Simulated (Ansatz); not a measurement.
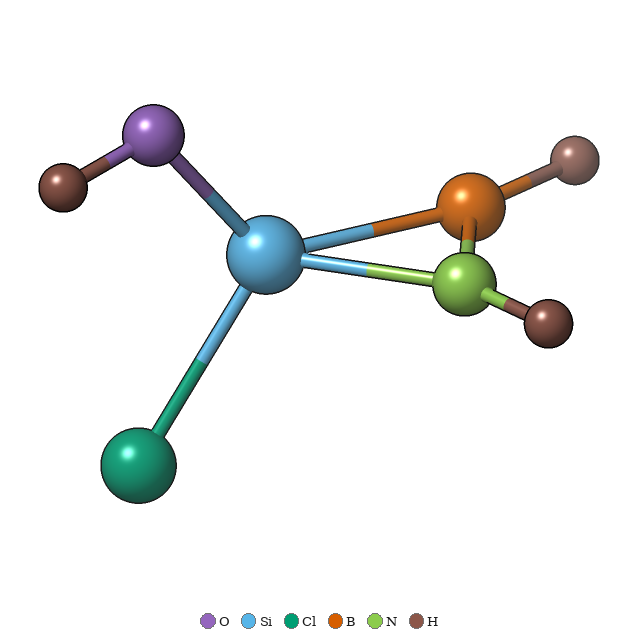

The geometry was computed by an optimisation with PBE-D4/def2-SVP. No frequency run is at hand to confirm it as a minimum.

Draw it as a skeletal formula.

SMILES: O[Si@@]1(Cl)BN1

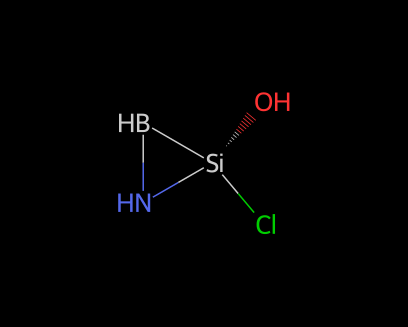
